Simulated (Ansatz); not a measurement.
# Calculations on BH₄O

## 1. Relaxation

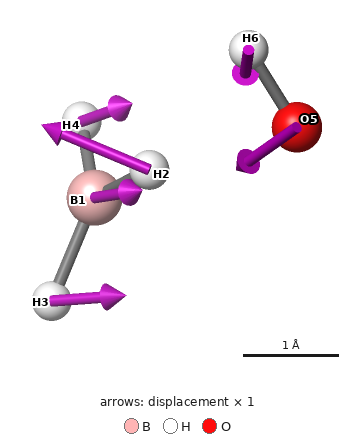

This is a relaxation of BH4O (multiplicity 2). The starting structure is drawn; purple arrows show the displacements, at their true length. The two geometries are superimposed by the best rigid fit.

Style: ball-and-stick. Shown from a free direction.

The run prepares an end point of a later path (reaction) calculation, from a guessed geometry.

The calculation used UKS BHLYP-D4/6-31G* in Ansatz 0.2.0.

Input file:
```yaml
crystal:
  periodic: [false, false, false]
  atoms:
    - { symbol: B, position_ang: [0.014264, -0.011777, -0.102624] }
    - { symbol: H, position_ang: [0.059881, -0.205517, 1.067596] }
    - { symbol: H, position_ang: [1.021816, 0.116276, -0.710025] }
    - { symbol: H, position_ang: [-1.034418, 0.032252, -0.655154] }
    - { symbol: O, position_ang: [0.010365, 0.013937, 3.267636] }
    - { symbol: H, position_ang: [-0.586308, -0.746271, 3.219673] }
magnetization:
  spin_polarized: true
  initial_magnetization: 1
basis:
  gaussian: { orbitals: "6-31G*" }
hamiltonian:
  xc: { name: BHLYP }
  dispersion: d4
relax:
  f_tol: 0.03
  max_steps: 50
output:
  orbitals: {}
```

Launched with:
```bash
ansatz run input.yaml --threads 1 --pin off --max-ram 2048MiB --backend cpu --events-out ev --progress --plain --runs-dir out
```

**Describe the change and its energy.**

The largest move after the best rigid fit is that of H2, 1.24 Å. By element the largest moves are H 1.24 Å, O 1.18 Å, B 0.86 Å. Some distances before and after: B1–O5 3.370 → 1.370 Å, B1–H4 1.186 → 1.285 Å, B1–H2 1.187 → 1.285 Å, O5–H6 0.968 → 0.957 Å. New bonds form, among them: B1–O5 (3.37 → 1.37 Å). Among the angles between lasting bonds that change: H2–B1–H4 120.0° → 68.9°, H3–B1–H4 120.6° → 115.2°, H2–B1–H3 119.4° → 115.3°. The energy falls by 173.2 kJ/mol in 31 accepted moves (35 points after the start). The largest force component goes from 0.074 to 0.02 eV/Å. The line search rejected the trial steps at points 5, 11, 20, 33 of the run. The forces were under the threshold at step 6, but the run went on from there.

Limits of the set-up: the start holds two separate molecules, 2.2 Å apart at their closest, whose relative position is a soft coordinate.

## 2. Relaxation

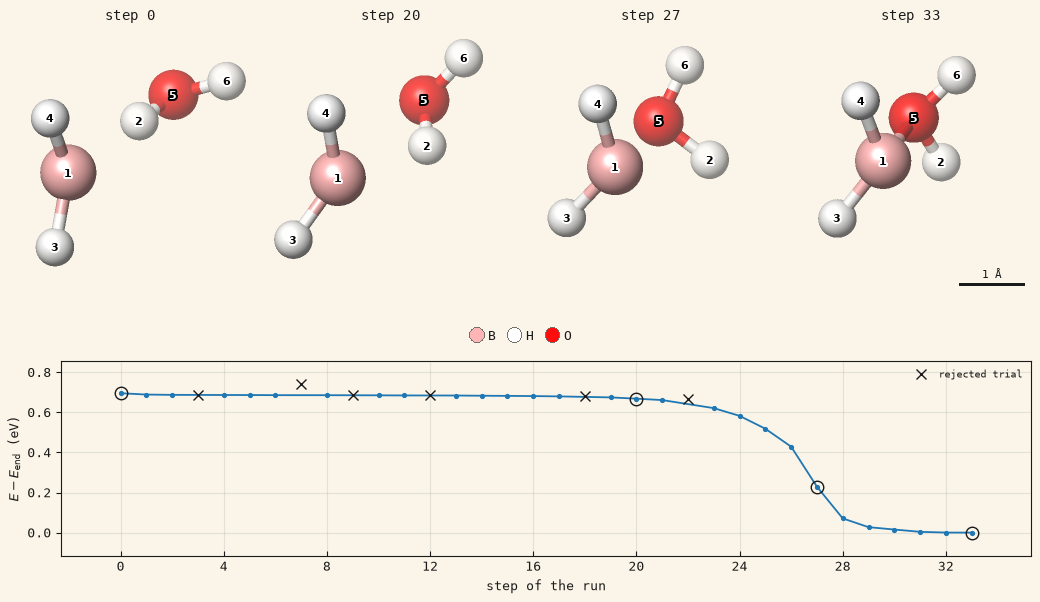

Frames of a relaxation of BH$_{4}$O (multiplicity 2), marked on the history of the run. The picture is a ball-and-stick view, seen from a free direction.

The run prepares an end point of a later path (reaction) calculation, from a guessed geometry.

Computed with Ansatz, UKS BHLYP-D4/6-31G*. (collinear spin; force threshold 0.03 eV/Å; at most 50 steps)

> What happens along the run?

The energy falls by 0.695 eV in 27 accepted moves (33 points after the start). The largest force component goes from 0.89 to 0.0093 eV/Å. The line search rejected the trial steps at points 3, 7, 9, 12, 18, 22 of the run. The forces were under the threshold at step 6, but the run went on from there. The atom that moves furthest after the best rigid fit is O5 (1.17 Å). By element the largest moves are O 1.17 Å, H 1.04 Å, B 0.64 Å. Near-neighbour distances that change, for instance: B1–O5 3.363 → 1.690 Å, H2–O5 0.980 → 0.961 Å, B1–H3 1.182 → 1.190 Å. New bonds form, among them: B1–O5 (3.36 → 1.69 Å). Bond angles that change, for instance: H3–B1–H4 130.3° → 124.0°, H2–O5–H6 103.7° → 107.0°. From step 0 to 20: H2 moves most (0.59 Å), energy −0.027 eV. From step 20 to 27: O5 moves most (0.80 Å), energy −0.439 eV. From step 27 to 33: H atoms move most (0.37 Å), energy −0.229 eV.

| step | E − E(0), eV | largest force component, eV/Å | note |
| --- | --- | --- | --- |
| 0 | 0.0000 | 0.8906 |  |
| 1 | -0.0067 | 0.3115 |  |
| 2 | -0.0082 | 0.2301 |  |
| 3 | -0.0079 | 0.1199 | rejected |
| 4 | -0.0089 | 0.0555 |  |
| 5 | -0.0091 | 0.0516 |  |
| 6 | -0.0097 | 0.0109 |  |
| 7 | 0.0437 | 1.7795 | rejected |
| 8 | -0.0099 | 0.1181 |  |
| 9 | -0.0099 | 0.2000 | rejected |
| 10 | -0.0105 | 0.0445 |  |
| 11 | -0.0111 | 0.0653 |  |
| 12 | -0.0108 | 0.1474 | rejected |
| 14 | -0.0126 | 0.0829 |  |
| 15 | -0.0133 | 0.1951 |  |
| 16 | -0.0142 | 0.2234 |  |
| 17 | -0.0159 | 0.3169 |  |
| 18 | -0.0153 | 0.6021 | rejected |
| 20 | -0.0272 | 0.3742 |  |
| 21 | -0.0342 | 0.8150 |  |
| 22 | -0.0282 | 2.1155 | rejected |
| 23 | -0.0743 | 0.2739 |  |
| 25 | -0.1771 | 1.0812 |  |
| 26 | -0.2667 | 2.0746 |  |
| 27 | -0.4662 | 1.8887 |  |
| 28 | -0.6243 | 1.3105 |  |
| 29 | -0.6680 | 0.2516 |  |
| 31 | -0.6913 | 0.1836 |  |
| 32 | -0.6949 | 0.0334 |  |
| 33 | -0.6953 | 0.0093 |  |

Limits of the set-up: the start holds two separate molecules, 2.4 Å apart at their closest, whose relative position is a soft coordinate.

## 3. Path

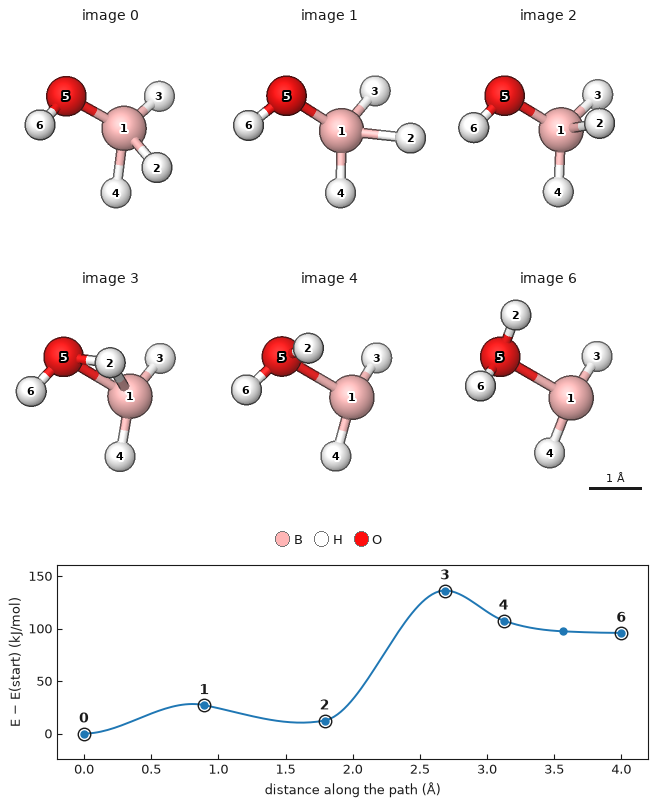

NEB run on BH4O (multiplicity 2). Images are numbered from 0 (start) to 6 (end). The picture is a ball-and-stick view, seen at a tilt.

Computed with UKS BHLYP-D4/6-31G* (Ansatz).

Input file:
```yaml
crystal:
  periodic: [false, false, false]
  atoms:
    - { symbol: B, position_ang: [0.112451, 0.024084, 0.746521] }
    - { symbol: H, position_ang: [0.073652, -1.216446, 0.414254] }
    - { symbol: H, position_ang: [0.845379, 0.698248, 0.104105] }
    - { symbol: H, position_ang: [-1.00285, -0.266979, 0.177818] }
    - { symbol: O, position_ang: [0.03278, 0.268549, 2.092262] }
    - { symbol: H, position_ang: [-0.575812, -0.308557, 2.552143] }
magnetization:
  spin_polarized: true
  initial_magnetization: 1
basis:
  gaussian: { orbitals: "6-31G*" }
hamiltonian:
  xc: { name: BHLYP }
  dispersion: d4
neb:
  order_check: false
  images: 5
  f_tol: 0.05
  max_iterations: 60
  final_atoms:
    - { symbol: B, position_ang: [-0.25866627, 0.02594716, 0.20318] }
    - { symbol: H, position_ang: [0.8292744, -0.90311641, 1.84764879] }
    - { symbol: H, position_ang: [0.76139717, 0.45225444, -0.2383129] }
    - { symbol: H, position_ang: [-1.2761994, 0.64299189, 0.24291245] }
    - { symbol: O, position_ang: [0.0945967, -0.28403236, 1.82657597] }
    - { symbol: H, position_ang: [-0.6648026, -0.73514572, 2.20509868] }
  initial_path:
    images:
      - { positions_ang: [[0.112451, 0.024084, 0.746521], [0.073652, -1.216446, 0.414254], [0.845379, 0.698248, 0.104105], [-1.00285, -0.266979, 0.177818], [0.03278, 0.268549, 2.092262], [-0.575812, -0.308557, 2.552143]] }
      - { positions_ang: [[0.07817111, 0.01909448, 0.49838102], [0.02511651, -0.80250734, 0.75606841], [0.9025385, 0.57760116, -0.11074486], [-0.97864327, -0.28848905, -0.09591028], [-0.02686556, 0.19241837, 2.31067815], [-0.51471729, -0.49921862, 2.72863057]] }
      - { positions_ang: [[0.04389121, 0.01410496, 0.25024103], [-0.02341898, -0.38856868, 1.09788283], [0.959698, 0.45695432, -0.32559472], [-0.95443653, -0.3099991, -0.36963857], [-0.08651113, 0.11628774, 2.52909429], [-0.45362257, -0.68988024, 2.90511814]] }
      - { positions_ang: [[0.00961132, 0.00911545, 0.00210105], [-0.07195448, 0.02536999, 1.43969724], [1.0168575, 0.33630747, -0.54044458], [-0.9302298, -0.33150915, -0.64336685], [-0.14615669, 0.0401571, 2.74751044], [-0.39252786, -0.88054186, 3.0816057]] }
      - { positions_ang: [[-0.07981454, 0.01472602, 0.06912737], [0.22845515, -0.28412548, 1.57568109], [0.93170406, 0.37495646, -0.43973402], [-1.045553, -0.00667547, -0.34794042], [-0.06590556, -0.06790605, 2.44053228], [-0.48328611, -0.83207648, 2.78943669]] }
      - { positions_ang: [[-0.1692404, 0.02033659, 0.13615368], [0.52886477, -0.59362095, 1.71166494], [0.84655061, 0.41360545, -0.33902346], [-1.1608762, 0.31815821, -0.05251399], [0.01434557, -0.1759692, 2.13355413], [-0.57404435, -0.7836111, 2.49726769]] }
      - { positions_ang: [[-0.25866627, 0.02594716, 0.20318], [0.8292744, -0.90311641, 1.84764879], [0.76139717, 0.45225444, -0.2383129], [-1.2761994, 0.64299189, 0.24291245], [0.0945967, -0.28403236, 1.82657597], [-0.6648026, -0.73514572, 2.20509868]] }
```

Command:
```bash
ansatz run input.yaml --threads 1 --pin off --max-ram 2048MiB --backend cpu --events-out ev --progress --plain --runs-dir out
```

Read off the barrier and say what moves.

Answer. The path has more than one stage, and so few images may leave a stage unresolved. Breaking: B1–H2 (1.28 → 1.49 at the top → 2.18 Å). Forming: H2–O5 (2.24 → 1.11 at the top → 0.96 Å). Forward barrier 136.2 kJ/mol, backward barrier 40.4 kJ/mol, with image 3 at the top; the reaction energy is +95.8 kJ/mol. The profile has 2 maxima (images 1, 3) with a dip at image 2 (+12.4 kJ/mol), so the process runs in steps. The band converged in 33 iterations. The largest component of the band force went from 17 to 0.037 eV/Å. The climbing image converged on the top of the path. Its vibrational analysis gives one imaginary mode (1365i cm⁻¹), as a transition state must have.
